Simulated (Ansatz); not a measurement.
# Geometry relaxation of AlBH₄ClOF (part 1 of 2)

- system: AlBH₄ClOF
- method: RKS PBE0-D4/6-31G* (Ansatz 0.2.0)

The input holds or restrains some coordinates. Forces given for the steps count only the free coordinates. It belongs to a series of runs on one base structure; here: pulled along the bonds that form and break, towards end A. Figures and captions count atoms from 1; the log counts them from 0 in places.

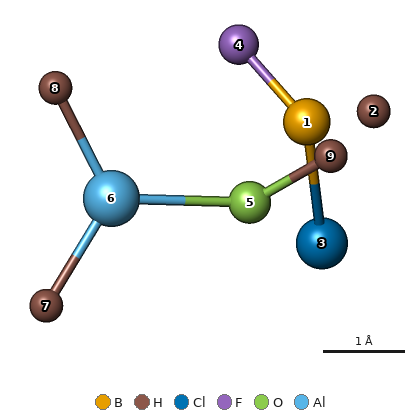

The input geometry (ball-and-stick view, seen at a tilt; atoms are numbered from 1 in the order of the input). Sticks mark near contacts.

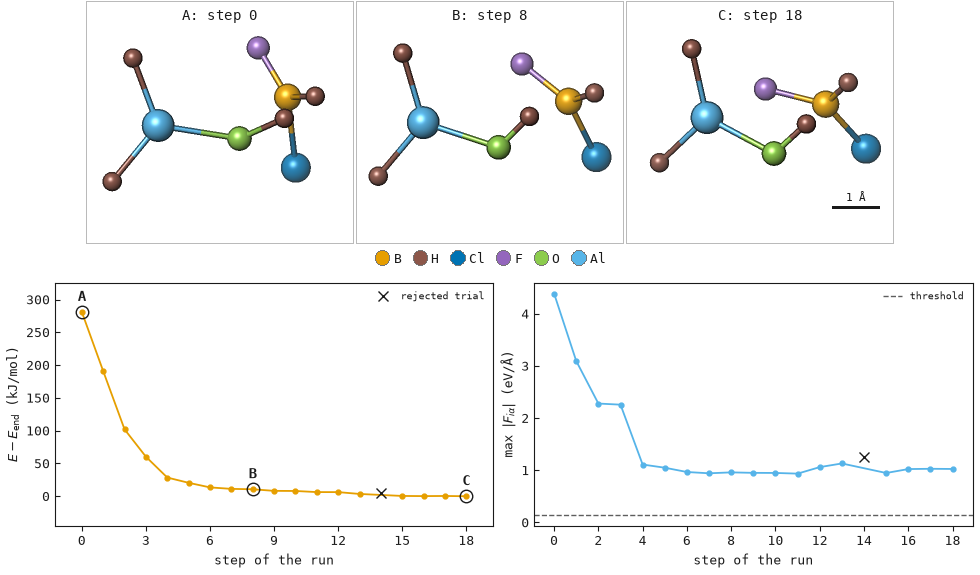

Frames of the restrained relaxation (ball-and-stick view, seen at a tilt) above the curves, on which the letters mark them (the first geometry is step 0 here and step 1 in the log).

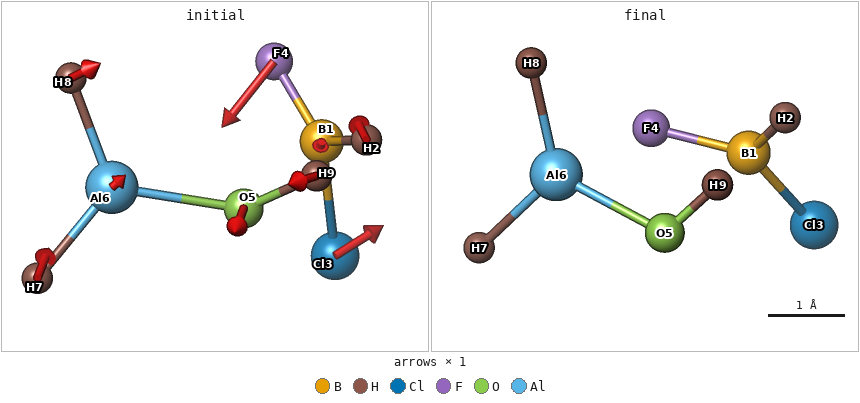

Before (left) and after (right) the restrained relaxation, at one scale (ball-and-stick view, seen at a tilt). The red arrows give the displacements, at true length. The atom that moves furthest after the best rigid fit is F4 (1.13 Å). Largest moves by element: F 1.13 Å, O 0.93 Å, Cl 0.82 Å, H 0.76 Å, Al 0.26 Å, B 0.25 Å. Among the contacts that change: B1–H2 1.540 → 1.190 Å, O5–H9 1.255 → 0.984 Å, B1–Cl3 1.860 → 1.727 Å, B1–F4 1.320 → 1.361 Å. New bonds form: B1–H2 (1.54 → 1.19 Å). Among the angles that change: Al6–O5–H9 130.6° → 113.5°, H7–Al6–H8 120.0° → 124.9°, O5–Al6–H7 120.0° → 115.1°. After 18 geometry steps the energy has fallen by 281.0 kJ/mol. Largest force component: 4.4 eV/Å at the start, 1 eV/Å at the end. The line search rejected the trial step at point 14 (counted from 0) and went back. (Atoms are counted from 1 in the order of the input.)

The input that produced these results follows, with the program's output.

## The input
```yaml
crystal:
  periodic: [false, false, false]
  atoms:
    - { symbol: B, position_ang: [0.0, 0.0, 0.0] }
    - { symbol: H, position_ang: [0.0, 0.0, 1.54] }
    - { symbol: Cl, position_ang: [1.6108, 0.0, -0.93] }
    - { symbol: F, position_ang: [-1.1431, 0.0, -0.66] }
    - { symbol: O, position_ang: [0.3597, -1.5824, 0.5392] }
    - { symbol: Al, position_ang: [-0.5035, -3.0545, 0.0327] }
    - { symbol: H, position_ang: [0.2998, -4.3239, -0.3878] }
    - { symbol: H, position_ang: [-2.0631, -3.0751, 0.0093] }
    - { symbol: H, position_ang: [0.1909, -0.8399, 1.537] }
basis:
  gaussian: { orbitals: "6-31G*" }
hamiltonian:
  xc: pbe0
  dispersion: d4
relax:
  f_tol: 0.15
  max_steps: 25
  restrain:
    - { distance: [0, 4], at: 2.61, k: 30.0 }
    - { distance: [8, 1], at: 1.86, k: 30.0 }
    - { distance: [0, 1], at: 1.19, k: 30.0 }
    - { distance: [8, 4], at: 1.01, k: 30.0 }
```

Launch command:
```bash
ansatz run input.yaml --threads 2 --pin off --max-ram 3072MiB --backend cpu --events-out ev --progress --plain --runs-dir out
```

## Output
```
The last accepted step is kept in [file] (removed where the run ends without a failure and the disk answers)
Engine: ansatz 0.2.0, aarch64-unknown-linux-gnu
Functional definition: PBE0
  parameter a = 0.25
  parameter kappa = 0.804
  parameter beta = 0.06672455060314922
  exchange = (1 - a)*pbe_x(kappa = kappa, mu = beta*pi^2/3) + a*exact_x
  correlation = pbe_c(beta = beta)
937 factors; integrals over basis functions are off by at most 5.8e-4 eV
mean field evaluation 1: about -24605.8126 eV, gradient 5.4e1 eV
mean field evaluation 2: about -24585.4183 eV, gradient 1.1e2 eV
mean field evaluation 4: about -24611.0568 eV, gradient 7.2e0 eV
mean field evaluation 8: about -24611.1607 eV, gradient 4.8e-2 eV
mean field evaluation 16: about -24611.1607 eV, gradient 6.6e-5 eV
mean field -24611.16068102 eV, -904.4434729836 hartree, gradient 6.6e-5 eV, S^2 0.000000; 0 other end points of the search recorded, 0 dependent functions left out
the calculation of the forces begins
reference -24611.16071467 eV, -904.4434742204 hartree; 28, 28 occupied and 63, 63 virtual orbitals, 937 factors
relax step   1: F+E_penalty+E_count = -24611.32666076 eV  Δ(F+E_penalty+E_count) = +0.000e0 eV  max|allowed force component| = 4.387e0 eV/Å  E_restraint = 29.84912687 eV  max|allowed force component, restraints' pulls added| = 3.590e1 eV/Å  Δτ_max = 0.0000 Å  (26 SCF iters, accepted)
  distance B 0 - O 4 = 1.7100 Å
  distance H 8 - H 1 = 0.8613 Å
  distance B 0 - H 1 = 1.5400 Å
  distance H 8 - O 4 = 1.2552 Å
these checks for a lower state are left out or cut short: starts, cluster_reference, orbital_swaps, neighbouring_geometries, increment
937 factors; integrals over basis functions are off by at most 6.3e-4 eV
mean field -24612.09009696 eV, -904.4776283892 hartree, gradient 1.2e-5 eV, S^2 0.000000; 0 other end points of the search recorded, 0 dependent functions left out
[... from here on the field's lines of each further geometry are left out, up to the last ...]
relax step   2: F+E_penalty+E_count = -24612.26133940 eV  Δ(F+E_penalty+E_count) = -9.347e-1 eV  max|allowed force component| = 3.095e0 eV/Å  E_restraint = 14.40083171 eV  max|allowed force component, restraints' pulls added| = 2.461e1 eV/Å  Δτ_max = 0.1948 Å  (34 SCF iters, accepted)
relax step   3: F+E_penalty+E_count = -24613.18230745 eV  Δ(F+E_penalty+E_count) = -9.210e-1 eV  max|allowed force component| = 2.279e0 eV/Å  E_restraint = 4.04397508 eV  max|allowed force component, restraints' pulls added| = 1.066e1 eV/Å  Δτ_max = 0.1948 Å  (34 SCF iters, accepted)
relax step   4: F+E_penalty+E_count = -24613.61504769 eV  Δ(F+E_penalty+E_count) = -4.327e-1 eV  max|allowed force component| = 2.258e0 eV/Å  E_restraint = 0.27054009 eV  max|allowed force component, restraints' pulls added| = 4.258e0 eV/Å  Δτ_max = 0.1944 Å  (29 SCF iters, accepted)
relax step   5: F+E_penalty+E_count = -24613.94406934 eV  Δ(F+E_penalty+E_count) = -3.290e-1 eV  max|allowed force component| = 1.111e0 eV/Å  E_restraint = 0.02942170 eV  max|allowed force component, restraints' pulls added| = 1.111e0 eV/Å  Δτ_max = 0.1945 Å  (28 SCF iters, accepted)
relax step   6: F+E_penalty+E_count = -24614.02723651 eV  Δ(F+E_penalty+E_count) = -8.317e-2 eV  max|allowed force component| = 1.050e0 eV/Å  E_restraint = 0.01766068 eV  max|allowed force component, restraints' pulls added| = 6.330e-1 eV/Å  Δτ_max = 0.1903 Å  (28 SCF iters, accepted)
relax step   7: F+E_penalty+E_count = -24614.09973598 eV  Δ(F+E_penalty+E_count) = -7.250e-2 eV  max|allowed force component| = 9.675e-1 eV/Å  E_restraint = 0.01440566 eV  max|allowed force component, restraints' pulls added| = 3.884e-1 eV/Å  Δτ_max = 0.1999 Å  (29 SCF iters, accepted)
relax step   8: F+E_penalty+E_count = -24614.12312795 eV  Δ(F+E_penalty+E_count) = -2.339e-2 eV  max|allowed force component| = 9.428e-1 eV/Å  E_restraint = 0.01333462 eV  max|allowed force component, restraints' pulls added| = 2.427e-1 eV/Å  Δτ_max = 0.1220 Å  (29 SCF iters, accepted)
relax step   9: F+E_penalty+E_count = -24614.12926690 eV  Δ(F+E_penalty+E_count) = -6.139e-3 eV  max|allowed force component| = 9.604e-1 eV/Å  E_restraint = 0.01254223 eV  max|allowed force component, restraints' pulls added| = 4.573e-1 eV/Å  Δτ_max = 0.1467 Å  (28 SCF iters, accepted)
relax step  10: F+E_penalty+E_count = -24614.15457272 eV  Δ(F+E_penalty+E_count) = -2.531e-2 eV  max|allowed force component| = 9.513e-1 eV/Å  E_restraint = 0.01522884 eV  max|allowed force component, restraints' pulls added| = 1.706e-1 eV/Å  Δτ_max = 0.2000 Å  (28 SCF iters, accepted)
relax step  11: F+E_penalty+E_count = -24614.15625473 eV  Δ(F+E_penalty+E_count) = -1.682e-3 eV  max|allowed force component| = 9.494e-1 eV/Å  E_restraint = 0.01505310 eV  max|allowed force component, restraints' pulls added| = 1.492e-1 eV/Å  Δτ_max = 0.0118 Å  (23 SCF iters, accepted)
relax step  12: F+E_penalty+E_count = -24614.17397616 eV  Δ(F+E_penalty+E_count) = -1.772e-2 eV  max|allowed force component| = 9.363e-1 eV/Å  E_restraint = 0.02057100 eV  max|allowed force component, restraints' pulls added| = 3.068e-1 eV/Å  Δτ_max = 0.1951 Å  (28 SCF iters, accepted)
relax step  13: F+E_penalty+E_count = -24614.17438660 eV  Δ(F+E_penalty+E_count) = -4.104e-4 eV  max|allowed force component| = 1.061e0 eV/Å  E_restraint = 0.00921227 eV  max|allowed force component, restraints' pulls added| = 3.729e-1 eV/Å  Δτ_max = 0.1701 Å  (29 SCF iters, accepted)
relax step  14: F+E_penalty+E_count = -24614.20330323 eV  Δ(F+E_penalty+E_count) = -2.892e-2 eV  max|allowed force component| = 1.131e0 eV/Å  E_restraint = 0.01252231 eV  max|allowed force component, restraints' pulls added| = 4.492e-1 eV/Å  Δτ_max = 0.1952 Å  (28 SCF iters, accepted)
relax step  15: F+E_penalty+E_count = -24614.18077097 eV  Δ(F+E_penalty+E_count) = +2.253e-2 eV  max|allowed force component| = 1.250e0 eV/Å  E_restraint = 0.03995723 eV  max|allowed force component, restraints' pulls added| = 9.834e-1 eV/Å  Δτ_max = 0.1926 Å  (29 SCF iters, rejected (line search))
relax step  16: F+E_penalty+E_count = -24614.23481361 eV  Δ(F+E_penalty+E_count) = -3.151e-2 eV  max|allowed force component| = 9.485e-1 eV/Å  E_restraint = 0.02045137 eV  max|allowed force component, restraints' pulls added| = 3.614e-1 eV/Å  Δτ_max = 0.0952 Å  (28 SCF iters, accepted)
relax step  17: F+E_penalty+E_count = -24614.23741589 eV  Δ(F+E_penalty+E_count) = -2.602e-3 eV  max|allowed force component| = 1.024e0 eV/Å  E_restraint = 0.01856619 eV  max|allowed force component, restraints' pulls added| = 2.554e-1 eV/Å  Δτ_max = 0.0461 Å  (29 SCF iters, accepted)
relax step  18: F+E_penalty+E_count = -24614.23531592 eV  Δ(F+E_penalty+E_count) = +2.100e-3 eV  max|allowed force component| = 1.029e0 eV/Å  E_restraint = 0.01600457 eV  max|allowed force component, restraints' pulls added| = 3.262e-1 eV/Å  Δτ_max = 0.0453 Å  (29 SCF iters, accepted)
the calculation of the forces begins
reference -24614.08508996 eV, -904.5509430300 hartree; 28, 28 occupied and 63, 63 virtual orbitals, 937 factors
relax step  19: F+E_penalty+E_count = -24614.23952767 eV  Δ(F+E_penalty+E_count) = -4.212e-3 eV  max|allowed force component| = 1.026e0 eV/Å  E_restraint = 0.01768524 eV  max|allowed force component, restraints' pulls added| = 6.856e-2 eV/Å  Δτ_max = 0.0162 Å  (30 SCF iters, accepted)
  distance B 0 - O 4 = 2.5960 Å
  distance H 8 - H 1 = 1.8771 Å
  distance B 0 - H 1 = 1.1896 Å
  distance H 8 - O 4 = 0.9837 Å
937 factors; integrals over basis functions are off by at most 4.9e-4 eV
mean field -24614.08505550 eV, -904.5509417635 hartree, gradient 2.0e-5 eV, S^2 0.000000; 1 other end points of the search recorded, 0 dependent functions left out
the calculation of the forces begins
reference -24614.08508996 eV, -904.5509430300 hartree; 28, 28 occupied and 63, 63 virtual orbitals, 937 factors
Total energy: -24614.23956213 eV, -904.5566197776 hartree
Atom 0 at     0.137895    -0.008307    -0.175123 Å, force     0.021819    -0.381951     0.239861 eV/Å
Atom 1 at    -0.255501     0.192745     0.929394 Å, force    -0.066726     0.471323    -0.269343 eV/Å
Atom 2 at     1.456354     0.842890    -0.896524 Å, force    -0.066613    -0.040989     0.030347 eV/Å
Atom 3 at    -0.555569    -0.893723    -0.942170 Å, force     0.068557     0.044377    -0.011665 eV/Å
Atom 4 at     0.525443    -2.129894     1.269818 Å, force    -0.396659     0.929181     0.202053 eV/Å
Atom 5 at    -0.596255    -2.857651     0.142996 Å, force     0.012957    -0.002952    -0.004470 eV/Å
Atom 6 at     0.063628    -3.792287    -0.951986 Å, force    -0.005010     0.000174     0.000137 eV/Å
Atom 7 at    -2.149752    -2.812655     0.487125 Å, force    -0.003623     0.006657     0.007321 eV/Å
Atom 8 at     0.125257    -1.416917     1.816871 Å, force     0.435297    -1.025820    -0.194241 eV/Å
Dipole moment:    -0.203669     0.411162     0.069099 e Å
```

## Trajectory as extended XYZ (Å, eV, eV/Å), 19 frames, from step=1 to step=19
```
9
Properties=species:S:1:pos:R:3:forces:R:3 step=1 energy=-24611.32666
B     0.0000    0.0000    0.0000    2.4802  -4.3873   0.7469
H     0.0000    0.0000    1.5400   -0.7187   4.1104  -0.6962
Cl    1.6108    0.0000   -0.9300   -0.9372   1.9393   0.2883
F    -1.1431    0.0000   -0.6600   -0.1033   0.9863   0.4848
O     0.3597   -1.5824    0.5392   -1.4470  -0.8636   0.4548
Al   -0.5035   -3.0545    0.0327    0.3944   0.6825   0.1752
H     0.2998   -4.3239   -0.3878    0.3233  -0.2372  -0.0248
H    -2.0631   -3.0751    0.0093   -0.4166   0.1038   0.0515
H     0.1909   -0.8399    1.5370    0.4249  -2.3343  -1.4803
9
Properties=species:S:1:pos:R:3:forces:R:3 step=2 energy=-24612.26134
B    -0.0076    0.0961    0.0250    1.7845  -2.5073   1.3431
H    -0.0372    0.1751    1.4631   -0.1706   1.9313  -2.3726
Cl    1.5985    0.0200   -0.9237   -1.2004   1.4716   0.5173
F    -1.1425    0.0122   -0.6529    0.1377   0.6520   0.3294
O     0.3884   -1.7042    0.6112   -0.8523   1.7697   3.0950
Al   -0.5100   -3.0681    0.0285   -0.0445  -0.0953   0.2165
H     0.3029   -4.3275   -0.3884    0.3086  -0.2598  -0.1726
H    -2.0680   -3.0739    0.0099   -0.4349   0.1327   0.0078
H     0.2270   -1.0056    1.5077    0.4719  -3.0949  -2.9639
```
